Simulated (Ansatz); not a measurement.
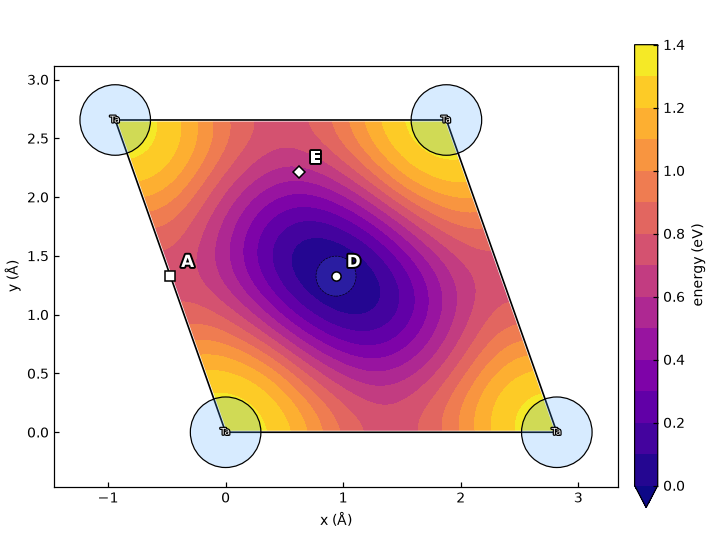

Si on a Ta(110) slab cut from the Im-3m phase, its upper half relaxed before the scan (12 atoms of substrate and one adsorbate in a 2 × 2 cell). Si is moved over the surface cell; relaxed at each place: the height of the adsorbate's atoms and the top layer of the substrate; the origin of the map has the adsorbate above Ta9. Places are given modulo a cell vector. The map is drawn in real space over the plane of the surface. The grid has 6 × 6 points; 13 points were computed and 23 follow by symmetry. Places are given in fractions of the 1 × 1 surface cell. All energies are given in eV relative to the lowest grid point. Theory: DFT LDA, scalar-relativistic, plane waves, PAW (Ansatz 0.2.0). Settings: cutoff 420 eV, k-mesh 5×5×1, gaussian smearing 0.1 eV, no spin polarisation.

In the figure: filled contours, labelled circles for the atoms of the top layer and small ones for the second layer, the outline of one cell of the plane, lettered points. Between grid points the surface is interpolated.

### What kind of point is each of A, D: minimum, saddle, maximum or slope?

A: saddle point; D: minimum. (In these two coordinates alone; a stationary point may lie a little off the grid point.)

### Rank the lettered points by energy, lowest first.

D (0.00 eV), E (0.56 eV), A (0.76 eV).

PAW datasets: the set soft_1.
